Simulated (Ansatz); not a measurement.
# Elastic response of KH6C3NO5 (P2_1/c) (64 atoms), part 2 of 4

How stiff is KH6C3NO5 (P2_1/c) (64 atoms), and how do its levels respond to strain?

Ansatz 0.2.0; Kohn-Sham DFT, LDA, PAW (set soft_2), plane waves.

So far. Step 2 (Single point at the start): The r.m.s. force at the start is 0.60 eV/Å. Step 3 (Cell and atoms relaxed): The relaxation converged after 14 steps, with a largest force component of 0.034 eV/Å.

## (4) Single point at the relaxed geometry

The electronic structure is read at the final geometry, in a run of its own.

input.yaml reads:

```yaml
crystal:
  lattice:
    - [7.31163, -0.00022, -0.01876]
    - [-0.00039, 12.54974, -5.0e-05]
    - [-1.7924, 3.0e-05, 6.34244]
  atoms:
    - { symbol: K, position: [0.49157, 0.63571, 0.09669] }
    - { symbol: K, position: [0.50816, 0.13568, 0.40335] }
    - { symbol: K, position: [0.5081, 0.36456, 0.90333] }
    - { symbol: K, position: [0.49157, 0.86459, 0.59668] }
    - { symbol: H, position: [0.96735, 0.72951, 0.94178] }
    - { symbol: H, position: [0.03227, 0.22962, 0.55852] }
    [... 52 atom lines left out ...]
    - { symbol: O, position: [0.53362, 0.06625, 0.81922] }
    - { symbol: O, position: [0.46618, 0.56627, 0.68085] }
    - { symbol: O, position: [0.77927, 0.52141, 0.05608] }
    - { symbol: O, position: [0.22043, 0.02141, 0.44394] }
    - { symbol: O, position: [0.2204, 0.47888, 0.94393] }
    - { symbol: O, position: [0.77933, 0.97887, 0.55609] }
kpoints:
  mp_grid: { grid: [2, 1, 2] }
hamiltonian:
  xc: lda
scf:
  occupations: { method: fixed }
output:
  forces: true
  stress: true
  populations: intrinsic
  dos:
    method: { smearing: { sigma: 0.08 } }
    de: 0.1
    projected: { site_lists: { C: [C], H: [H], K: [K], "N": ["N"], O: [O] } }
  eigenvalues: true
  write_density: true
  write_potential: true
  volumetric_format: npy
  elf: true
```

The run is started by

```bash
$ ansatz run input.yaml --threads 4 --pin off --max-ram 8192MiB --backend cpu --events-out ev --progress --plain --runs-dir out
```

Numbers of over 12 decimals in the logs are rounded to 6 here.

The log of the run:

```text
[...]
Crystal: 64 atoms, lattice volume = 581.554 Å³
Basis set: ecut = 420 eV, 11335 PW (Γ)
Bands: 188, of which v1, the nominal top of the filled ones, is band 124 counted from 1 (123 counted from 0)
Symmetry: 1 space group operations
[...]
k-points: 4
[...]
SCF iter   1: F=—  HF=-21880.603201 eV  |F-HF|=—  |Δ(HF+E_count)|=         —  Δρ=1.18e-2  dr2=6.71e-1  ethr=1.77e-3  ⟨swp⟩=5.0  Hψ=2703  notcnv=0  defer=246
[...]
SCF iter  10: F=-21880.362196 eV  HF=-21880.362196 eV  |F-HF|=7.84e-9  |Δ(HF+E_count)|=   3.29e-8  Δρ=2.07e-6  dr2=2.18e-8  ethr=4.03e-11  ⟨swp⟩=21.5  Hψ=7095  notcnv=0
SCF 1 converged in 10 iterations: F = -21880.362196 eV  dr2 = 2.18e-8
[...]
SCF converged after 10 iterations
Free energy (F): -21880.362196 eV
[...]
Internal energy: -21880.362196 eV  (E = F + TS)
E sigma→0 (E₀):  -21880.362196 eV
Fermi energy:    2.068625 eV
[...]
--- Forces (eV/Å), atoms counted from 1 ---
  atom   1  K      0.00140012    -0.00157799     0.00125600
  atom   2  K     -0.00097778    -0.00083437    -0.00156280
  atom   3  K     -0.00164521     0.00171373    -0.00187392
  atom   4  K      0.00150072     0.00088141     0.00168686
  atom   5  H      0.00080931     0.00062088     0.00084071
  atom   6  H     -0.00175370    -0.00269991    -0.00019397
  atom   7  H     -0.00102803     0.00076585    -0.00079464
  atom   8  H      0.00109348     0.00072784     0.00043636
  atom   9  H     -0.00306998     0.00175787    -0.00348443
  atom  10  H      0.00407519     0.00204655     0.00295663
  atom  11  H      0.00245518    -0.00253176     0.00415565
  atom  12  H     -0.00225477    -0.00162157    -0.00401949
  atom  13  H     -0.00143930    -0.00049845    -0.00148592
  atom  14  H      0.00045949    -0.00087995     0.00198555
[...]
atom  63  O     -0.00061356     0.00254729    -0.00724194
  atom  64  O     -0.00169256     0.00135338     0.00603204
  max |Σ_I F_I| component: 3.75e-6 eV/Å
--- Stress (GPa, compression-positive) ---
        0.002162       0.000521      -0.001564
        0.000521       0.003941      -0.000911
       -0.001564      -0.000911       0.010055
  P = ⅓ Tr σ = 0.0054 GPa (0.054 kbar)
--- Band table (eV) ---
[...]
--- intrinsic populations: 64 sites ---
  site symbol       q [e]
     0      K      8.1977
     1      K      8.1977
     2      K      8.1977
[...]
63      O      6.8405
  spilling = 0.000000 (of n_electrons = 248.000000)
```

Wall time 14 s (4 threads of Arm Neoverse V2, shared host); peak memory 2 GiB; 53 s of CPU time.

Numbers from this run:

```
free energy                                      : -21880.3622 eV
free energy per atom                             : -341.8807 eV/atom
SCF cycles                                       : 10
pressure                                         : 0.005386 GPa
r.m.s. force component                           : 0.00507 eV/Å
longest force                                    : 0.03603 eV/Å
Fermi energy                                     : 2.069 eV
gap (highest filled to lowest empty level) : 4.116 eV
```

Intrinsic-atomic-orbital charges by element and coordination:

```csv
element,coordination,atoms,mean charge (e),spread,least,most
C,all,12,0.157,0.422,-0.435,0.519
C,3,8,0.454,0.0658,0.388,0.519
C,4,4,-0.435,0,-0.435,-0.435
H,all,24,0.299,0.0645,0.211,0.360
K,all,4,0.802,0,0.802,0.802
N,all,4,-0.106,0,-0.106,-0.105
O,all,20,-0.592,0.126,-0.841,-0.504
O,1,4,-0.530,0,-0.530,-0.530
O,3,8,-0.543,0.028,-0.571,-0.515
O,4,8,-0.672,0.168,-0.841,-0.504
```

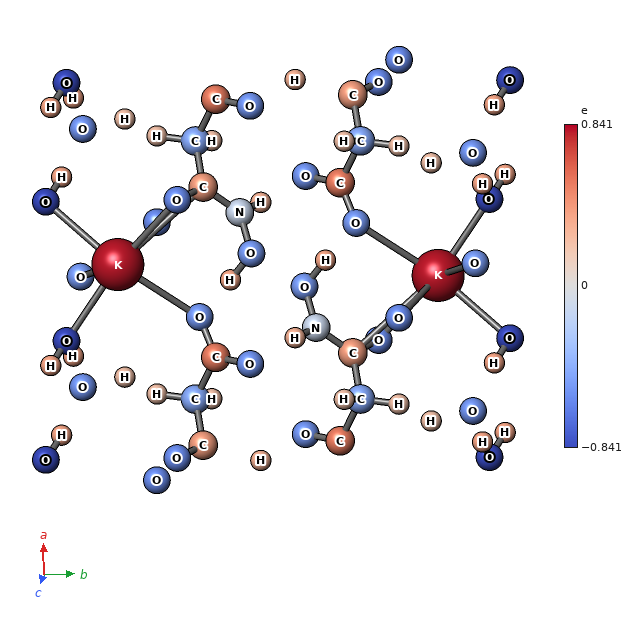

Atoms coloured by intrinsic-atomic-orbital charge. Drawn is a slice 4 Å thick, seen along the normal of the ab plane, with neighbouring cells across it. Bonds to atoms that aren't drawn are left out.

States in the cell by windows of 1 eV, zero at the Fermi level; the larger projections on atomic orbitals stand beside the total:

```csv
from (eV),to (eV),total,O p,C p,H s,N p,K p
-14,-13,2.0,0.1,0.6,0.3,0.0,0.0
-13,-12,6.0,0.3,1.7,0.9,0.0,0.0
-12,-11,0.0,0.0,0.0,0.0,0.0,0.0
-11,-10,24.0,0.7,0.1,0.1,0.1,23.0
-10,-9,8.5,2.0,1.0,1.1,2.8,0.2
-9,-8,12.3,4.4,1.7,2.0,2.5,0.1
-8,-7,10.4,4.9,2.1,1.5,0.5,0.1
-7,-6,18.0,7.0,6.1,1.7,1.0,0.1
-6,-5,18.3,9.5,4.1,1.0,1.4,0.1
-5,-4,13.6,6.8,3.5,1.3,0.7,0.1
-4,-3,19.0,10.6,4.7,2.0,0.4,0.1
-3,-2,10.8,9.3,0.5,0.3,0.1,0.0
-2,-1,31.7,27.5,1.5,0.5,1.1,0.1
-1,0,15.3,11.0,0.9,0.2,2.6,0.0
0,1,2.2,1.3,0.1,0.0,0.7,0.0
1,4,0.0,0.0,0.0,0.0,0.0,0.0
4,5,11.2,3.3,5.5,1.0,0.6,0.0
```

The curve was stored every 0.10 eV, coarse against its broadening of 0.08 eV, so these counts are rough.

With fixed occupations the program's Fermi level is the highest filled level; weight inside the gap is the broadening of levels at its edges.

Between -26 and -14 eV lie 48 more states.

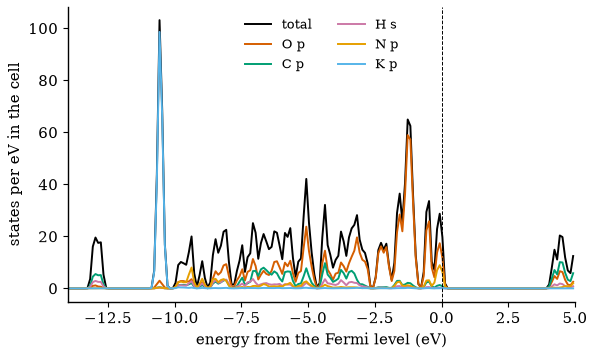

Total and projected density of states, with the broadening of the input.

The levels nearest the highest filled one (over half full), pooled over k-points and spins:

```csv
level less the highest filled one (eV),occupation
-0.0275,2
-0.0098,2
-0.0094,2
-0.0059,2
-1.0e-4,2
0,2
4.12,0
4.21,0
4.21,0
4.22,0
4.27,0
4.27,0
```

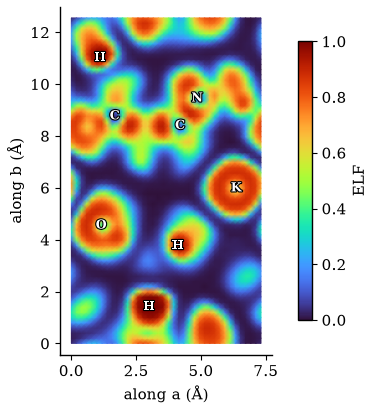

ELF in the ab plane at fractional z = 0.081, with atoms of K and H and C and N and O within 0.2 Å of it. It is the smooth field of the valence electrons, not physical close to the nuclei. The map starts off the cell's origin, so that atoms lie inside it.

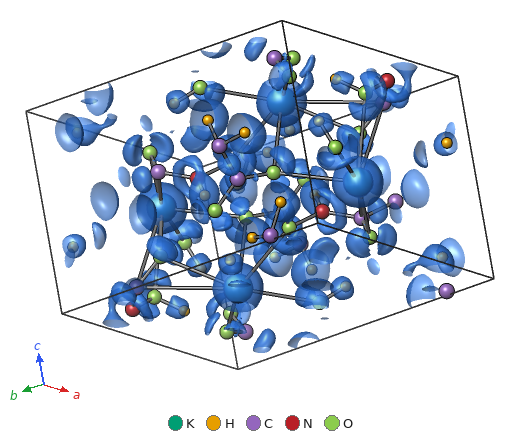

Surface of ELF = 0.85. Bonds to atoms that aren't drawn are left out.

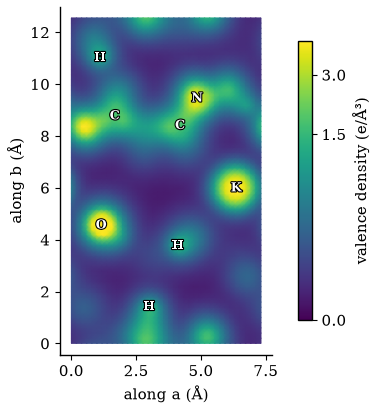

Valence density in the ab plane at fractional z = 0.081, with atoms of K and H and C and N and O within 0.2 Å of it. It is the smooth field of the valence electrons, not physical close to the nuclei. The map starts off the cell's origin, so that atoms lie inside it. The colour scale is stretched toward low values.

Between filled and empty levels lie 4.12 eV on the run's k-points; the mesh holds the band edges only if they fold onto it, so the gap at this level can be narrower or closed, while local or semilocal functionals tend to narrow gaps against experiment. Mean intrinsic-atomic-orbital charges: C +0.16, H +0.30, K +0.80, N -0.11, O -0.59 e. The largest share in the top eV of filled states is O p (71 % of the projected weight), and in the lowest eV of empty states C p (51 % of the projected weight).

## (5) Volume -3 %

The relaxed cell is scaled evenly and the atoms are relaxed again; the stress at the end gives one point of P(V).

input.yaml, the sections that differ from step 4:

```yaml
crystal:
  lattice:
    - [7.23777, -0.00022, -0.01857]
    - [-0.00039, 12.42297, -5.0e-05]
    - [-1.77429, 3.0e-05, 6.27837]
  atoms:
    [... the 64 atom lines of step 4 ...]
output:
  forces: true
  eigenvalues: true
  stress: true
relax:
  f_tol: 0.05
  max_steps: 70
# kpoints, hamiltonian, scf: as in step 4
```

The log of the run:

```text
Warning: output.stress: scf.convergence.dr2_threshold = 1e-7 eV (the SCF's general default) is looser than the 6.4e-9 eV advised for a printed stress (1e-10 eV for each atom of the cell: 64). What an SCF threshold leaves in a stress goes as its square root, and in the free energy as the threshold itself, and one threshold admits the most on a small cell: [...]
[...]
Crystal: 64 atoms, lattice volume = 564.108 Å³
Basis set: ecut = 420 eV, 11011 PW (Γ)
Bands: 188, of which v1, the nominal top of the filled ones, is band 124 counted from 1 (123 counted from 0)
Symmetry: 1 space group operations
[...]
k-points: 4
[...]
SCF iter   1: F=—  HF=-21880.376654 eV  |F-HF|=—  |Δ(HF+E_count)|=         —  Δρ=1.21e-2  dr2=6.83e-1  ethr=1.77e-3  ⟨swp⟩=5.0  Hψ=2704  notcnv=0  defer=246
[...]
SCF iter   6: F=—  HF=-21880.128916 eV  |F-HF|=—  |Δ(HF+E_count)|=   7.84e-5  Δρ=1.19e-4  dr2=6.72e-5  ethr=2.46e-7  ⟨swp⟩=2.0  Hψ=991  notcnv=0  defer=248
SCF iter   7: F=-21880.128918 eV  HF=-21880.128922 eV  |F-HF|=4.14e-6  |Δ(HF+E_count)|=   6.44e-6  Δρ=4.59e-5  dr2=9.96e-6  ethr=2.52e-8  ⟨swp⟩=16.2  Hψ=4959  notcnv=0
SCF 1 converged in 7 iterations: F = -21880.128918 eV  dr2 = 9.96e-6
[...]
relax step   1: F+E_penalty+E_count = -21880.12891790 eV  Δ(F+E_penalty+E_count) = +0.000e0 eV  max|allowed force component| = 7.620e-1 eV/Å  Δτ_max = 0.0000 Å  (7 SCF iters, dr2 threshold 6.25e-5 eV, accepted)
[...]
relax step   2: F+E_penalty+E_count = -21880.28571439 eV  Δ(F+E_penalty+E_count) = -1.568e-1 eV  max|allowed force component| = 2.131e-1 eV/Å  Δτ_max = 0.0368 Å  (5 SCF iters, dr2 threshold 3.63e-5 eV, accepted)
[...]
relax step   3: F+E_penalty+E_count = -21880.30630420 eV  Δ(F+E_penalty+E_count) = -2.059e-2 eV  max|allowed force component| = 1.468e-1 eV/Å  Δτ_max = 0.0200 Å  (6 SCF iters, dr2 threshold 2.84e-6 eV, accepted)
relax step   4: F+E_penalty+E_count = -21880.30694192 eV  Δ(F+E_penalty+E_count) = -6.377e-4 eV  max|allowed force component| = 1.518e-1 eV/Å  Δτ_max = 0.0133 Å  (7 SCF iters, accepted)
relax step   5: F+E_penalty+E_count = -21880.30833056 eV  Δ(F+E_penalty+E_count) = -1.389e-3 eV  max|allowed force component| = 1.271e-2 eV/Å  Δτ_max = 0.0103 Å  (4 SCF iters, dr2 threshold 1.09e-5 eV, accepted)
[...]
relax step   6: F+E_penalty+E_count = -21880.30833136 eV  Δ(F+E_penalty+E_count) = -8.042e-7 eV  max|allowed force component| = 1.274e-2 eV/Å  Δτ_max = 0.0000 Å  (4 SCF iters, accepted)
SCF converged after 4 iterations
Free energy (F): -21880.308331 eV
[...]
Internal energy: -21880.308331 eV  (E = F + TS)
E sigma→0 (E₀):  -21880.308331 eV
Fermi energy:    2.330602 eV
[...]
Σ components = -21880.308331   (vs F -21880.308331, Δ=0.00e0)
--- Forces (eV/Å), atoms counted from 1 ---
  atom   1  K      0.00036835    -0.00460573    -0.00069801
  atom   2  K     -0.00035826    -0.00465466     0.00073030
  atom   3  K     -0.00035577     0.00465866     0.00067262
  atom   4  K      0.00033273     0.00472117    -0.00073081
[...]
atom  64  O      0.00224601    -0.00033005     0.00354980
  max |Σ_I F_I| component: 1.80e-5 eV/Å
--- Stress (GPa, compression-positive) ---
        1.308787       0.000836       0.001322
        0.000836       0.869063       0.000890
        0.001322       0.000890       0.919201
  P = ⅓ Tr σ = 1.0324 GPa (10.324 kbar)
--- Band table (eV) ---
[...]
--- Relaxed structure (6 steps of the walk, 6 accepted, 0 SCFs on fresh bases) ---
  F+E_penalty+E_count = -21880.30833136 eV   max|allowed force component| = 1.274e-2 eV/Å
  atoms:
    - { symbol: K, position: [0.489675, 0.634727, 0.097888] }
    - { symbol: K, position: [0.510052, 0.134724, 0.402140] }
    - { symbol: K, position: [0.509995, 0.365548, 0.902097] }
    - { symbol: K, position: [0.489688, 0.865547, 0.597894] }
[...]
- { symbol: O, position: [0.782005, 0.976894, 0.560579] }
```

It took 45 s on 4 threads; peak memory 2 GiB.

The program notes that the SCF threshold is loose for the stress.

The relaxation converged after 6 steps, 0.179 eV below its start, with a largest force component of 0.013 eV/Å.

Volume -3 %: the energy stands 0.0539 eV above that of the reference, at a pressure of 1.03 GPa.

## (6) Volume +3 %

The relaxed cell is scaled to another volume.

input.yaml, the sections that differ from step 5:

```yaml
crystal:
  lattice:
    - [7.38403, -0.00022, -0.01895]
    - [-0.00039, 12.674, -5.0e-05]
    - [-1.81015, 3.0e-05, 6.40524]
  atoms:
    [... the 64 atom lines of step 4 ...]
# kpoints, hamiltonian, scf, output, relax: as in step 5
```

The log of the run:

```text
[...]
Crystal: 64 atoms, lattice volume = 599.001 Å³
Basis set: ecut = 420 eV, 11753 PW (Γ)
Bands: 188, of which v1, the nominal top of the filled ones, is band 124 counted from 1 (123 counted from 0)
Symmetry: 1 space group operations
[...]
k-points: 4
[...]
SCF iter   1: F=—  HF=-21880.387869 eV  |F-HF|=—  |Δ(HF+E_count)|=         —  Δρ=1.16e-2  dr2=6.63e-1  ethr=1.77e-3  ⟨swp⟩=5.0  Hψ=2695  notcnv=0  defer=246
[...]
SCF iter   6: F=—  HF=-21880.152900 eV  |F-HF|=—  |Δ(HF+E_count)|=   7.49e-5  Δρ=1.22e-4  dr2=7.44e-5  ethr=2.70e-7  ⟨swp⟩=2.0  Hψ=991  notcnv=0  defer=248
SCF iter   7: F=-21880.152904 eV  HF=-21880.152910 eV  |F-HF|=5.81e-6  |Δ(HF+E_count)|=   1.02e-5  Δρ=4.96e-5  dr2=1.24e-5  ethr=2.52e-8  ⟨swp⟩=16.2  Hψ=5136  notcnv=0
SCF 1 converged in 7 iterations: F = -21880.152904 eV  dr2 = 1.24e-5
[...]
relax step   1: F+E_penalty+E_count = -21880.15290410 eV  Δ(F+E_penalty+E_count) = +0.000e0 eV  max|allowed force component| = 6.968e-1 eV/Å  Δτ_max = 0.0000 Å  (7 SCF iters, dr2 threshold 6.25e-5 eV, accepted)
[...]
relax step   2: F+E_penalty+E_count = -21880.29452286 eV  Δ(F+E_penalty+E_count) = -1.416e-1 eV  max|allowed force component| = 2.143e-1 eV/Å  Δτ_max = 0.0377 Å  (5 SCF iters, dr2 threshold 3.03e-5 eV, accepted)
[...]
relax step   3: F+E_penalty+E_count = -21880.31275680 eV  Δ(F+E_penalty+E_count) = -1.823e-2 eV  max|allowed force component| = 1.733e-1 eV/Å  Δτ_max = 0.0192 Å  (6 SCF iters, dr2 threshold 2.87e-6 eV, accepted)
relax step   4: F+E_penalty+E_count = -21880.31328999 eV  Δ(F+E_penalty+E_count) = -5.332e-4 eV  max|allowed force component| = 1.866e-1 eV/Å  Δτ_max = 0.0250 Å  (6 SCF iters, dr2 threshold 2.84e-6 eV, accepted)
relax step   5: F+E_penalty+E_count = -21880.31502130 eV  Δ(F+E_penalty+E_count) = -1.731e-3 eV  max|allowed force component| = 1.528e-2 eV/Å  Δτ_max = 0.0124 Å  (4 SCF iters, dr2 threshold 2.28e-5 eV, accepted)
[...]
relax step   6: F+E_penalty+E_count = -21880.31502282 eV  Δ(F+E_penalty+E_count) = -1.520e-6 eV  max|allowed force component| = 1.520e-2 eV/Å  Δτ_max = 0.0000 Å  (4 SCF iters, accepted)
SCF converged after 4 iterations
Free energy (F): -21880.315023 eV
[...]
Internal energy: -21880.315023 eV  (E = F + TS)
E sigma→0 (E₀):  -21880.315023 eV
Fermi energy:    1.824120 eV
[...]
Σ components = -21880.315023   (vs F -21880.315023, Δ=0.00e0)
--- Forces (eV/Å), atoms counted from 1 ---
  atom   1  K     -0.00126087     0.00273209     0.00028336
  atom   2  K      0.00147862     0.00266736    -0.00026038
  atom   3  K      0.00116926    -0.00261409    -0.00045676
  atom   4  K     -0.00134427    -0.00256259     0.00025103
[...]
atom  64  O      0.00133678     0.00086228     0.00144349
  max |Σ_I F_I| component: 3.69e-5 eV/Å
--- Stress (GPa, compression-positive) ---
       -1.124104       0.000678      -0.035802
        0.000678      -0.697648       0.001009
       -0.035802       0.001009      -0.767633
  P = ⅓ Tr σ = -0.8631 GPa (-8.631 kbar)
--- Band table (eV) ---
[...]
--- Relaxed structure (6 steps of the walk, 6 accepted, 0 SCFs on fresh bases) ---
  F+E_penalty+E_count = -21880.31502282 eV   max|allowed force component| = 1.520e-2 eV/Å
  atoms:
    - { symbol: K, position: [0.492769, 0.636223, 0.095872] }
    - { symbol: K, position: [0.506932, 0.136224, 0.404153] }
    - { symbol: K, position: [0.506923, 0.364046, 0.904126] }
    - { symbol: K, position: [0.492784, 0.864047, 0.595886] }
[...]
- { symbol: O, position: [0.777245, 0.980213, 0.552485] }
```

Wall time 47 s (4 threads); peak memory 2.1 GiB; 3.1 min of CPU time.

The relaxation converged after 6 steps, 0.162 eV below its start, with a largest force component of 0.015 eV/Å.

Volume +3 %: the energy stands 0.0472 eV above that of the reference, at a pressure of -0.863 GPa.

(Part 2 of 4 ends here.)

[Logs are printed without paths, hosts, clocks, repeated set-up lines and the standing remarks that a program may print on its own settings, such as how far it seeks lower states.]

[Hosts, paths, dates, database ids (printed as entryN), source tags and the programs' standing remarks are cut or masked in the printed files.]
